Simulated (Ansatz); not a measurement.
# CHFO (formyl fluoride) at 6 levels

Aim: a comparison of 6 runs (r2SCAN0/STO-3G, revPBE/STO-3G, RPA@PBE/STO-3G, CCSDT/STO-3G, CCSD/STO-3G, FCI/STO-3G) of CHFO (formyl fluoride). 

The results are computed with Ansatz 0.2.0.

73 further runs of the same task are left out: 73 set aside as unsound or not needed.

## (1) Starting point

CHFO: 4 atoms, total charge 0, spin state singlet. As SMILES, `O=CF`. The H4–C2 distance was set to 2.745 Å, away from the relaxed value. At this shape a bond of the SMILES string is far longer than usual.

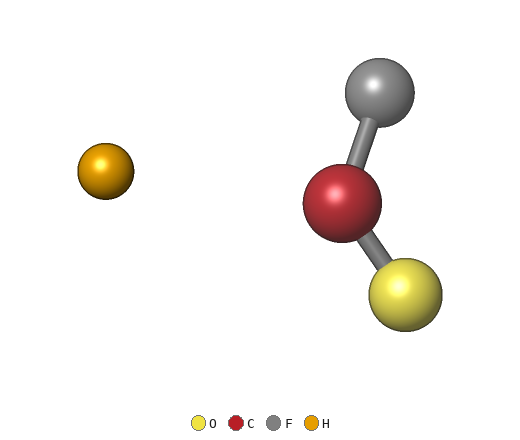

The structure, seen from a chosen angle (oxygen yellow, carbon red, fluorine grey, hydrogen amber).

## (2) The energy at r2SCAN0/STO-3G (run 1)

File molecule.yaml:

```yaml
crystal:
  periodic: [false, false, false]
  atoms:
    - symbol: O
      position_ang: [-1.496876, -0.926255, 1.871734]
    - symbol: C
      position_ang: [-0.656936, -1.048935, 1.064684]
    - symbol: F
      position_ang: [-0.022826, -2.213135, 0.860404]
    - symbol: H
      position_ang: [0.355050, 0.821510, -0.671560]
basis:
  gaussian:
    orbitals: STO-3G
accuracy: high
hamiltonian:
  xc: {name: r2SCAN0}
```

Started as:

```bash
$ ansatz run molecule.yaml --threads 1 --pin off --max-ram 2610MiB --events-out events.jsonl --progress --plain --runs-dir runs
```

The log of the run:

```text
Warning: RAYON_NUM_THREADS=1 ignored (pool sized by the plan → 1); use --threads N
Functional definition: r2SCAN0
  name "r2SCAN0"
  parameter a = 0.25
  parameter k0 = 0.174
  parameter k1 = 0.065
  parameter a1 = 4.9479
  exchange = (1 - a)*r2scan_x(k0 = k0, k1 = k1, a1 = a1) + a*exact_x
  correlation = r2scan_c
273 factors; integrals over basis functions are off by at most 3.4e-8 eV
mean field evaluation 1: about -5718.1641 eV, gradient 3.1e1 eV
mean field evaluation 2: about -5710.9424 eV, gradient 4.7e1 eV
mean field evaluation 4: about -5719.4046 eV, gradient 2.0e1 eV
mean field evaluation 8: about -5720.7614 eV, gradient 2.0e1 eV
mean field evaluation 16: about -5726.3603 eV, gradient 2.5e-8 eV
mean field -5726.36026999 eV, -210.4398584556 hartree, gradient 2.9e-8 eV, S^2 0.000000; 0 other end points of the search recorded, 0 dependent functions left out
reference -5726.36027019 eV, -210.4398584630 hartree; 12, 12 occupied and 4, 4 virtual orbitals, 273 factors
Total energy: -5726.36027019 eV, -210.4398584630 hartree
```

Wall time 2.2 s (1 thread of Arm Neoverse V1, shared host); peak memory 0.12 GiB.

## (3) The energy at revPBE/STO-3G (run 2)

File job.yaml:

```yaml
crystal:
  periodic: [false, false, false]
  atoms:
    - {symbol: O, position_ang: [-1.496876, -0.926255, 1.871734]}
    - {symbol: C, position_ang: [-0.656936, -1.048935, 1.064684]}
    - {symbol: F, position_ang: [-0.022826, -2.213135, 0.860404]}
    - {symbol: H, position_ang: [0.355050, 0.821510, -0.671560]}
basis:
  gaussian: {orbitals: STO-3G}
magnetization: {spin_polarized: false}
accuracy: high
hamiltonian: {xc: {name: revPBE}}
total_charge: 0
```

Started as:

```bash
$ ansatz run job.yaml --threads 1 --pin off --max-ram 2610MiB --events-out events.jsonl --progress --plain --runs-dir runs
```

The log of the run:

```text
Warning: RAYON_NUM_THREADS=1 ignored (pool sized by the plan → 1); use --threads N
Functional definition: revPBE
  name "revPBE"
  parameter kappa = 1.245
  parameter beta = 0.06672455060314922
  exchange = pbe_x(kappa = kappa, mu = beta*pi^2/3)
  correlation = pbe_c(beta = beta)
273 factors; integrals over basis functions are off by at most 3.4e-8 eV
mean field evaluation 1: about -5719.3847 eV, gradient 2.7e1 eV
mean field evaluation 2: about -5704.9477 eV, gradient 7.0e1 eV
mean field evaluation 4: about -5718.7033 eV, gradient 1.5e1 eV
mean field evaluation 8: about -5728.9023 eV, gradient 1.8e-1 eV
mean field -5728.90245594 eV, -210.5332820662 hartree, gradient 2.0e-8 eV, S^2 0.000000; 0 other end points of the search recorded, 0 dependent functions left out
reference -5728.90245745 eV, -210.5332821217 hartree; 12, 12 occupied and 4, 4 virtual orbitals, 273 factors
Total energy: -5728.90245745 eV, -210.5332821217 hartree
```

Run time: 0.83 s. Hardware: 1 thread of Arm Neoverse V1, shared host.

## (4) The energy at RPA@PBE/STO-3G (run 3)

File in.yaml:

```yaml
basis:
  gaussian: {orbitals: STO-3G}
crystal:
  periodic: [false, false, false]
  atoms:
    - {symbol: O, position_ang: [-1.496876, -0.926255, 1.871734]}
    - {symbol: C, position_ang: [-0.656936, -1.048935, 1.064684]}
    - {symbol: F, position_ang: [-0.022826, -2.213135, 0.860404]}
    - {symbol: H, position_ang: [0.355050, 0.821510, -0.671560]}
hamiltonian: {xc: pbe}
correlation: {method: rpa, frozen_orbitals: {C: 1, F: 1, H: 0, O: 1}}
accuracy: high
```

Started as:

```bash
$ ansatz run in.yaml --threads 1 --pin off --max-ram 2610MiB --events-out events.jsonl --progress --plain --runs-dir runs
```

The log of the run, cut to the lines that bear on the results:

```text
Warning: RAYON_NUM_THREADS=1 ignored (pool sized by the plan → 1); use --threads N
Functional definition: PBE
  name "PBE"
[...]
273 factors; integrals over basis functions are off by at most 3.4e-8 eV
[...]
mean field -5724.06744871 eV, -210.3555988277 hartree, gradient 2.3e-8 eV, S^2 0.000000; 0 other end points of the search recorded, 0 dependent functions left out; unrestricted orbitals would lower it
unrestricted determinant -5705.60003072 eV, -209.6769337342 hartree, S^2 1.0450
3 core orbitals not correlated: weight in the atoms' cores, before any rotation towards them, 1.000 or more for the frozen orbitals, at most 0.000 for the correlated occupied ones
reference -5699.77596439 eV, -209.4629032445 hartree; 9, 9 occupied and 4, 4 virtual orbitals, 273 factors
Total energy: -5710.88409020 eV, -209.8711193388 hartree
```

It took 1.3 s on 1 thread of Arm Neoverse V1, shared host.

Runs 4 to 5 aren't shown in full; the table further down has their settings and results.

## (5) A single-point energy at FCI/STO-3G (run 6)

File in.yaml:

```yaml
crystal:
  periodic: [false, false, false]
  atoms:
    - {symbol: O, position_ang: [-1.496876, -0.926255, 1.871734]}
    - {symbol: C, position_ang: [-0.656936, -1.048935, 1.064684]}
    - {symbol: F, position_ang: [-0.022826, -2.213135, 0.860404]}
    - {symbol: H, position_ang: [0.355050, 0.821510, -0.671560]}
basis:
  gaussian:
    orbitals: STO-3G
correlation:
  method: fci
  frozen_orbitals: {C: 1, F: 1, H: 0, O: 1}
accuracy: high
```

Started as:

```bash
$ ansatz run in.yaml --threads 1 --pin off --max-ram 2610MiB --events-out events.jsonl --progress --plain --runs-dir runs
```

The log of the run, cut to the lines that bear on the results:

```text
Warning: RAYON_NUM_THREADS=1 ignored (pool sized by the plan → 1); use --threads N
Functional definition: HF
  name "HF"
[...]
273 factors; integrals over basis functions are off by at most 3.4e-8 eV
[...]
mean field -5700.54663698 eV, -209.4912249399 hartree, gradient 2.5e-8 eV, S^2 0.000000; 1 other end points of the search recorded, 0 dependent functions left out; unrestricted orbitals would lower it
unrestricted determinant -5705.60003072 eV, -209.6769337342 hartree, S^2 1.0450
3 core orbitals not correlated: weight in the atoms' cores, before any rotation towards them, 1.000 or more for the frozen orbitals, at most 0.000 for the correlated occupied ones
reference -5700.54663698 eV, -209.4912249399 hartree; 9, 9 occupied and 4, 4 virtual orbitals, 273 factors
state -5709.93846902 eV, -209.8363684011 hartree
Total energy: -5709.93846902 eV, -209.8363684011 hartree
```

It took 2.2 s on 1 thread of Arm Neoverse V1, shared host; peak memory 0.1 GiB.

## (6) All runs side by side

```csv
run,level,frozen core orbitals,energy (Eh),wall time
1,r2SCAN0/STO-3G,–,-210.439858,2.2 s
2,revPBE/STO-3G,–,-210.533282,0.83 s
3,RPA@PBE/STO-3G,3,-209.871119,1.3 s
4,CCSDT/STO-3G,3,-209.834645,0.4 s
5,CCSD/STO-3G,3,-209.805564,0.2 s
6,FCI/STO-3G,3,-209.836368,2.2 s
```

## (7) What came out

| quantity | value |
| --- | --- |
| run 6: total energy | -209.83637 Eh |
| run 6: correlation energy (3 core orbitals frozen) | -345.1 mEh |

Against full CI in this basis: CCSDT +1.7 mEh; CCSD +30.8 mEh. Totals of different functionals can't be ranked against each other. In runs 3, 4, 5 the log says that unrestricted orbitals would lower the reference, so the values rest on an unstable closed-shell determinant (other closed-shell runs at this shape may share the fault). In runs 1, 2, 3, 4, 5, 6 the basis is minimal, so the values are rough. In runs 1, 2, 3, 5 a closed-shell determinant meets a far-stretched bond, which it describes badly. All runs together took 7.1 s, the longest 2.2 s.
